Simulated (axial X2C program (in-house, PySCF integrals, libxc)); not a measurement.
# BrFe⁺: bond curves with and without spin–orbit coupling, part 2 of 2

Computed with an in-house X2C program for linear molecules on PySCF integrals; all-electron X2C, Br dyall-cv3z, Fe dyall-cv3z.

**8. The spin-free curves together**

Energy (eV) of the followed determinant, spin-free, from each level's lowest point:

| R (Å) | PBE0 | HF (jumps) | MP2 (its reference jumps) | CCSD (its reference jumps) | CCSD(T) (its reference jumps) | PBE |
| --- | --- | --- | --- | --- | --- | --- |
| 1.904 | 1.002 | 1.804 | 1.209 | n/a | n/a | 0.913 |
| 1.991 | 0.413 | 0.931 | 0.545 | 0.543 | 0.522 | 0.367 |
| 2.057 | 0.162 | 0.504 | 0.244 | 0.242 | 0.230 | 0.138 |
| 2.122 | 0.033 | 0.227 | 0.071 | 0.070 | 0.065 | 0.025 |
| 2.188 | 0.000 | 0.068 | 0.000 | 0.000 | 0.000 | 0.000 |
| 2.265 | 0.052 | 0.000 | 0.015 | 0.015 | 0.020 | 0.053 |
| 2.341 | 0.175 | 0.026 | 0.109 | 0.109 | 0.117 | 0.171 |
| 2.440 | 0.405 | 0.158 | 0.313 | 0.307 | 0.319 | 0.383 |
| 2.560 | 0.751 | 0.410 | 0.652 | n/a | n/a | 0.697 |
| 2.735 | 1.302 | 0.793 | 1.329 | n/a | n/a | 1.190 |

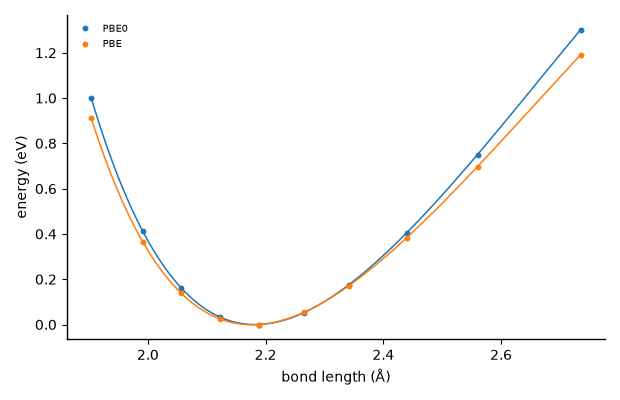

Curves of the followed state, spin-free, each from its own lowest point. Left out: HF, MP2, CCSD, CCSD(T).

**9. PBE0, 2c**

State followed: Ω = 4 (excess of +ω over −ω: ω = 3/2, ω = 5/2). The scan is laid around 2.188 Å, a first estimate of the minimum, and this SCF restarts from the orbitals of the search.

The SCF at the reference distance of 2.188 Å:

```text
two-component X2C + atomic mean field  PBE0
basis functions 210  fitting functions 1174  grid points 5801
iter        total energy     max residual
   1      -3877.022063427     1.49e-05
   2      -3877.022063430     1.44e-05
   3      -3877.022063432     8.15e-06
converged
one-electron -5803.03067622  Coulomb 1855.74424225  exact exchange -36.46229610  xc functional -112.02134256  nuclear repulsion 220.08741405  atomic mean-field constant -1.33940483
```

Along the bond, energies from the lowest point:

| R (Å) | E (eV) | μ (D) | HOMO (eV) | LUMO (eV) | iterations |
| --- | --- | --- | --- | --- | --- |
| 1.904 | 1.0097 | 5.74 | -13.81 | -9.59 | 12 |
| 1.991 | 0.4180 | 6.22 | -13.93 | -9.58 | 11 |
| 2.057 | 0.1649 | 6.58 | -14.03 | -9.60 | 11 |
| 2.122 | 0.0348 | 6.92 | -14.02 | -9.63 | 11 |
| 2.188 | 0.0000 | 7.26 | -13.90 | -9.68 | 3 |
| 2.265 | 0.0499 | 7.63 | -13.75 | -9.77 | 11 |
| 2.341 | 0.1712 | 7.99 | -13.60 | -9.91 | 11 |
| 2.440 | 0.3979 | 8.41 | -13.38 | -10.08 | 11 |
| 2.560 | 0.7391 | 8.87 | -13.14 | -10.27 | 12 |
| 2.735 | 1.2796 | 9.36 | -12.91 | -10.51 | 14 |

Dipoles are positive if Fe is the positive end and refer to the centre of mass.

Outer spinors at the reference distance:

| ω | occupied | ε (eV) | atomic character | λ mixture |
| --- | --- | --- | --- | --- |
| 1/2 | yes | -27.81 | 80% Br s, 8% Fe p, 7% Fe d | 100% σ |
| -1/2 | yes | -27.54 | 80% Br s, 8% Fe p, 6% Fe d | 100% σ |
| 1/2 | yes | -18.90 | 86% Fe d, 10% Br p, 3% Br s | 100% σ |
| -1/2 | yes | -18.68 | 96% Fe d, 3% Br p | 100% π |
| 3/2 | yes | -18.62 | 96% Fe d, 3% Br p | 100% π |
| -3/2 | yes | -17.50 | 100% Fe d | 100% δ |
| 5/2 | yes | -17.39 | 100% Fe d | 100% δ |
| -1/2 | yes | -15.95 | 72% Br p, 12% Fe d, 8% Fe s | 98% σ, 2% π |
| 1/2 | yes | -15.29 | 65% Br p, 21% Fe s, 10% Fe d | 96% σ, 4% π |
| 1/2 | yes | -14.34 | 79% Br p, 15% Fe d, 4% Fe p | 96% π, 4% σ |
| 3/2 | yes | -14.25 | 100% Fe d | 100% δ |
| -1/2 | yes | -14.19 | 88% Br p, 7% Fe d, 5% Fe p | 98% π, 2% σ |
| -3/2 | yes | -14.06 | 78% Br p, 17% Fe d, 4% Fe p | 100% π |
| 3/2 | yes | -13.90 | 88% Br p, 6% Fe d, 6% Fe p | 100% π |
| -1/2 | no | -9.68 | 66% Fe d, 29% Fe s, 5% Br p | 100% σ |
| 1/2 | no | -9.62 | 56% Fe s, 29% Fe p, 11% Br p | 100% σ |
| 1/2 | no | -9.40 | 85% Fe d, 12% Br p | 100% π |
| -3/2 | no | -9.17 | 84% Fe d, 12% Br p, 2% Fe p | 100% π |

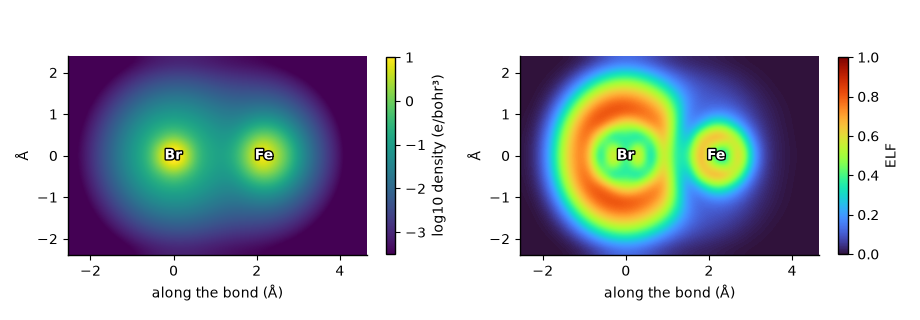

PBE0 fields in a plane through the axis, from a grid of 0.3 Å; Br lies at z = 0 and Fe at z = 2.188 Å; the ELF is damped to zero where the density is low.

Re = 2.184 Å, ωe = 377 cm⁻¹, ωexe = 0.926 cm⁻¹, Be = 0.108 cm⁻¹, De = 2.77 eV, μ = 7.24 D.

**10. HF, 2c**

Output at 2.188 Å:

```text
two-component X2C + atomic mean field  HF
basis functions 210  fitting functions 1174  grid points 5801
iter        total energy     max residual
   1      -3874.387609179     1.94e-01
   2      -3874.441133954     2.37e-02
   3      -3874.448119381     1.42e-02
   4      -3874.450094519     4.77e-03
   5      -3874.450894113     1.18e-03
   6      -3874.451012707     6.42e-04
   7      -3874.451030610     3.05e-04
   8      -3874.451038021     9.87e-05
   9      -3874.451039698     6.51e-05
  10      -3874.451040165     5.01e-05
  11      -3874.451040254     3.93e-05
  12      -3874.451040273     3.10e-05
  13      -3874.451040282     2.35e-05
  14      -3874.451040288     1.61e-05
  15      -3874.451040292     7.21e-06
  16      -3874.451040294     4.18e-06
  17      -3874.451040294     3.38e-06
  18      -3874.451040294     2.60e-06
converged
one-electron -5803.09837779  Coulomb 1855.97040040  exact exchange -146.07107212  xc functional 0.00000000  nuclear repulsion 220.08741405  atomic mean-field constant -1.33940483
```

No constants are quoted: the solution changes its character somewhere along the scan, so the fit is set aside.

**11. PBE, 2c**

Output at 2.188 Å:

```text
two-component X2C + atomic mean field  PBE
basis functions 210  fitting functions 1174  grid points 5801
iter        total energy     max residual
   1      -3876.958873608     6.84e-02
   2      -3876.886617715     8.25e-02
   3      -3876.760175164     1.96e-01
   4      -3876.957079551     2.37e-02
   5      -3876.959799513     2.60e-02
   6      -3876.968994379     8.22e-03
   7      -3876.969607050     5.01e-04
   8      -3876.969606457     6.19e-04
   9      -3876.969609650     5.36e-05
  10      -3876.969609654     3.65e-05
  11      -3876.969609675     2.93e-06
  12      -3876.969609675     1.14e-06
converged
one-electron -5802.66398634  Coulomb 1855.32189484  exact exchange 0.00000000  xc functional -148.37552739  nuclear repulsion 220.08741405  atomic mean-field constant -1.33940483
```

Re = 2.179 Å, ωe = 364 cm⁻¹, ωexe = 1.03 cm⁻¹, Be = 0.1085 cm⁻¹, De = 3.40 eV, μ = 5.95 D.

**12. Correlated methods, 2c**

Correlated methods: 14 electrons correlated (frozen shells, counted by type: Br 3 s, 2 p, 1 d; Fe 3 s, 2 p), 266 virtual spinors in MP2, 90 natural virtuals in coupled cluster.

Output of the correlated part at 2.188 Å:

```text
correlated 14  virtual 266  natural virtual 90  E(MP2) -0.338037368  MP2 remainder -0.025806073
iter   CCSD correlation   residual
   1     -0.321851124   1.03e-01
   2     -0.328117181   5.01e-02
   3     -0.331258768   2.82e-02
   4     -0.331994048   1.56e-02
   5     -0.332483461   7.46e-03
   6     -0.332608187   2.84e-03
   7     -0.332613079   9.66e-04
   8     -0.332623527   4.62e-04
   9     -0.332614305   2.56e-04
  10     -0.332616224   1.28e-04
  11     -0.332614722   5.82e-05
  12     -0.332615349   2.92e-05
  13     -0.332615352   1.56e-05
(T) -0.011491849  T1 0.0387  D1 0.0860  max T2 0.047
```

MP2: No constants are quoted: the reference changes its character somewhere along the scan, so the fit is set aside.

CCSD: No constants are quoted: the reference changes its character somewhere along the scan, so the fit is set aside.

CCSD(T): No constants are quoted: the reference changes its character somewhere along the scan, so the fit is set aside.

**13. A higher determinant, 2c**

State: Ω = 3 (excess of +ω over −ω: ω = 1/2, ω = 5/2).

Output at the reference distance:

```text
two-component X2C + atomic mean field  PBE0
basis functions 210  fitting functions 1174  grid points 5801
iter        total energy     max residual
   1      -3877.016277943     3.48e-05
   2      -3877.016277958     2.46e-05
   3      -3877.016277963     1.94e-05
   4      -3877.016277967     1.17e-05
   5      -3877.016277970     3.15e-06
   6      -3877.016277970     1.66e-06
converged
one-electron -5802.80221889  Coulomb 1855.52202745  exact exchange -36.46208097  xc functional -112.02201478  nuclear repulsion 220.08741405  atomic mean-field constant -1.33940483
```

| R (Å) | E above the lowest PBE0 point (eV) |
| --- | --- |
| 1.904 | 1.327 |
| 1.991 | 0.675 |
| 2.057 | 0.385 |
| 2.122 | 0.222 |
| 2.188 | 0.157 |
| 2.265 | 0.177 |
| 2.341 | 0.271 |
| 2.440 | 0.466 |
| 2.560 | 0.772 |

Re = 2.209 Å, ωe = 365 cm⁻¹, ωexe = 0.953 cm⁻¹, Be = 0.1055 cm⁻¹, μ = 7.34 D. Te = 0.15 eV.

**14. The 2c curves together**

Energy (eV) of the followed determinant, 2c, from each level's lowest point:

| R (Å) | PBE0 | HF (jumps) | MP2 (its reference jumps) | CCSD (its reference jumps) | CCSD(T) (its reference jumps) | PBE |
| --- | --- | --- | --- | --- | --- | --- |
| 1.904 | 1.010 | 1.814 | 1.217 | n/a | n/a | 0.921 |
| 1.991 | 0.418 | 0.939 | 0.551 | 0.551 | 0.532 | 0.372 |
| 2.057 | 0.165 | 0.509 | 0.247 | 0.247 | 0.236 | 0.141 |
| 2.122 | 0.035 | 0.230 | 0.073 | 0.073 | 0.068 | 0.027 |
| 2.188 | 0.000 | 0.070 | 0.000 | 0.000 | 0.000 | 0.000 |
| 2.265 | 0.050 | 0.000 | 0.013 | 0.012 | 0.017 | 0.052 |
| 2.341 | 0.171 | 0.024 | 0.105 | 0.103 | 0.110 | 0.167 |
| 2.440 | 0.398 | 0.152 | 0.306 | 0.297 | 0.307 | 0.377 |
| 2.560 | 0.739 | 0.399 | 0.646 | n/a | n/a | 0.687 |
| 2.735 | 1.280 | 0.748 | 1.357 | n/a | n/a | 1.174 |

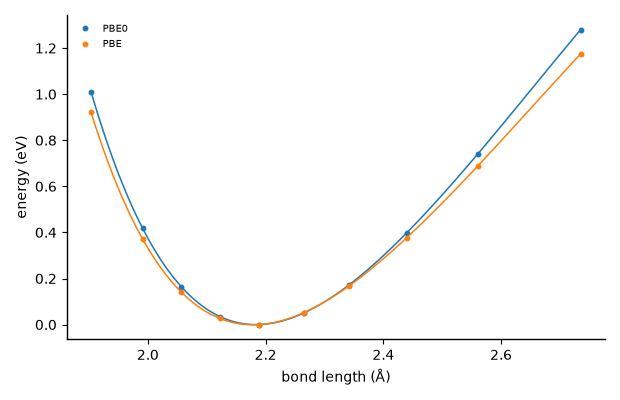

Curves of the followed state, 2c, each from its own lowest point. Left out: HF, MP2, CCSD, CCSD(T).

Time for the job: 3.6 min (1 thread of Arm Neoverse V2, shared host).

**15. Constants**

This closing draws on all 2 parts.

Lowest determinant that the search found at its distance, spin-free: M_S = 2, Λ = 2 (beyond closed shells: σα, π+α, π-α, δ+α, δ+β, δ-α).

Lowest determinant that the search found at its distance, 2c: Ω = 4 (excess of +ω over −ω: ω = 3/2, ω = 5/2).

| Hamiltonian | level | Re (Å) | ωe (cm⁻¹) | De (eV) | μ (D) |
| --- | --- | --- | --- | --- | --- |
| spin-free | PBE0 | 2.182 | 378 | 2.82 | 7.25 |
| spin-free | PBE | 2.177 | 365 | 3.45 | 5.96 |
| 2c | PBE0 | 2.184 | 377 | 2.77 | 7.24 |
| 2c | PBE | 2.179 | 364 | 3.40 | 5.95 |

Dipoles are positive if Fe is the positive end and refer to the centre of mass. No constants: spin-free HF (the solution changes its character somewhere along the scan, so the fit is set aside); spin-free MP2 (the reference changes its character somewhere along the scan, so the fit is set aside); spin-free CCSD (the reference changes its character somewhere along the scan, so the fit is set aside); spin-free CCSD(T) (the reference changes its character somewhere along the scan, so the fit is set aside); 2c HF (the solution changes its character somewhere along the scan, so the fit is set aside); 2c MP2 (the reference changes its character somewhere along the scan, so the fit is set aside); 2c CCSD (the reference changes its character somewhere along the scan, so the fit is set aside); 2c CCSD(T) (the reference changes its character somewhere along the scan, so the fit is set aside).

Time per point (s) on 1 thread of Arm Neoverse V2, shared host (2c runs); the times are rough: PBE0 0.75, PBE 0.4.

At PBE0, going from spin-free to two-component changes Re by +1 mÅ, ωe by -0.3 %, which is small (part of it comes from the scalar share of the two-electron terms). De moves by -0.05 eV; both De rest on single-determinant atoms, which can miss part of an open shell's spin–orbit lowering.

De refers to Br + Fe+, each in the lowest determinant found, which need not be this curve's own limit. Each curve is one determinant whose occupation by symmetry is held fixed; it was picked as the lowest of a PBE0 search that is not exhaustive. Dissociation energies refer to the lowest single-determinant-based atoms at the same level and basis. Density functionals use the spin component along the axis (collinear). With several unpaired electrons one determinant need not be a pure state. At some level an empty orbital lies below a filled one.
